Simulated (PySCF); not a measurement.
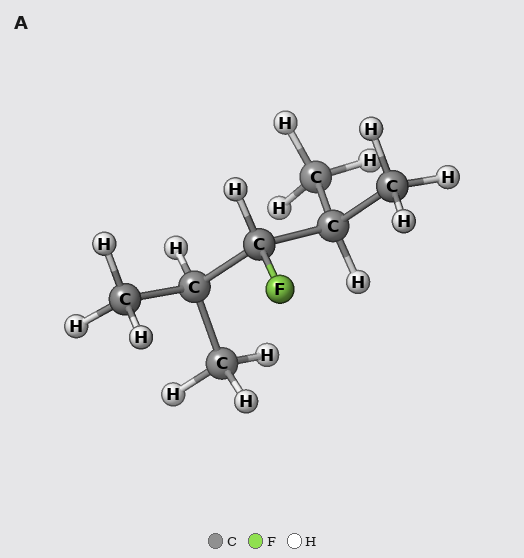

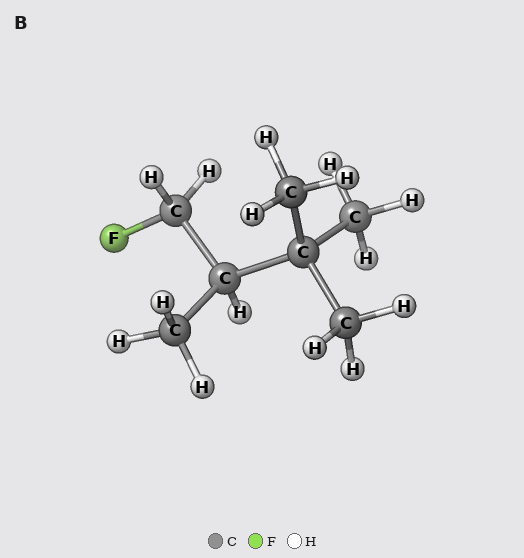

2 stationary structures of one formula. Geometries: PBE0-D3(BJ)/def2-SVP. Electronic energies: PBE0-D3(BJ)/def2-SVP (PySCF 2.14.0), without zero-point energy. No frequency run is at hand to confirm each as a minimum. Each is one conformer, not always the lowest.

Question: Are they conformers, stereoisomers or constitutional isomers?

Answer: They are constitutional isomers of C7H15F: A `CC(C)C(F)C(C)C`, B `C[C@@H](CF)C(C)(C)C`.

Question: Which is lowest in energy, and by how much?

Answer: A is lowest; B lies 6.1 kcal/mol above it.

Give E(B) − E(A) in kcal/mol at these levels too: B3LYP/def2-SVPD; PBE0/pcSseg-1; PBE0-D3(BJ)/def2-SVP; KT2/pcSseg-1.

| level | E(B) − E(A) (kcal/mol) |
| --- | --- |
| B3LYP/def2-SVPD | +5.9 |
| PBE0/pcSseg-1 | +6.1 |
| PBE0-D3(BJ)/def2-SVP | +6.1 |
| KT2/pcSseg-1 | +4.6 |
